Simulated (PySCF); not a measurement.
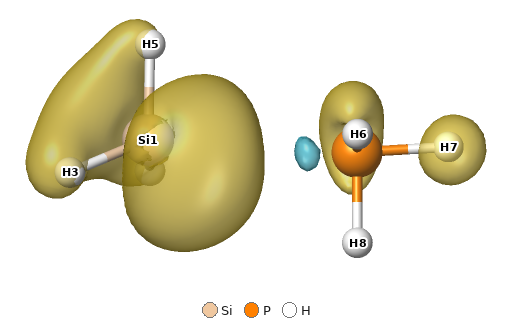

H3Si···PH3 (SMILES P.[SiH3]) (doublet). Isosurfaces of the spin density (α minus β) at +0.015 (yellow) and −0.015 e/Å³ (cyan), seen at an oblique angle.

Geometry: B3LYP-D3(BJ)/def2-SVP.

Level of theory: DFT single point, gas phase, functional B3LYP (PySCF).

```yaml
atoms:
  - { symbol: Si, position_ang: [-1.6655, -0.0745, -0.2618] }
  - { symbol: P, position_ang: [1.5429, 0.2520, 0.3629] }
  - { symbol: H, position_ang: [-2.5721, -0.9205, -1.1024] }
  - { symbol: H, position_ang: [-1.7947, 1.3613, -0.6489] }
  - { symbol: H, position_ang: [-1.9830, -0.2591, 1.1850] }
  - { symbol: H, position_ang: [1.7527, -1.1447, 0.5674] }
  - { symbol: H, position_ang: [2.8579, 0.6130, 0.8131] }
  - { symbol: H, position_ang: [1.9224, 0.2082, -1.0121] }
```

Q: Which atoms carry the spin?

A: The unpaired spin (1 electron) lies mostly on Si1 (about 0.7) and P2 (about 0.1), in electrons by Hirshfeld's partition.
